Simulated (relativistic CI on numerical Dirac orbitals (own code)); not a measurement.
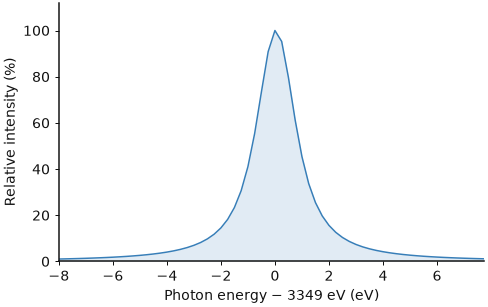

L₂,₃ X-ray absorption of Ag²⁺ (silver, Z = 47), [Kr] 4d⁹, in a field of Td symmetry with 10Dq = −8,750 cm⁻¹. Multiplet model: relativistic Dirac–Coulomb–Breit theory, one configuration a step, Slater integrals scaled by 0.9, 300 K, Voigt broadening (Lorentzian 1.6 eV, Gaussian 0.5 eV full widths), computed with a radial Dirac CI code.

Q: Describe the spectrum.

A: The main maxima lie at 3349.0 eV (100), heights in % of the largest; the centroid is at 3349.0 eV. The ground state has S = 0.50.

Known limits: free-ion energies, so absolute edge positions are off by a few eV from solids.
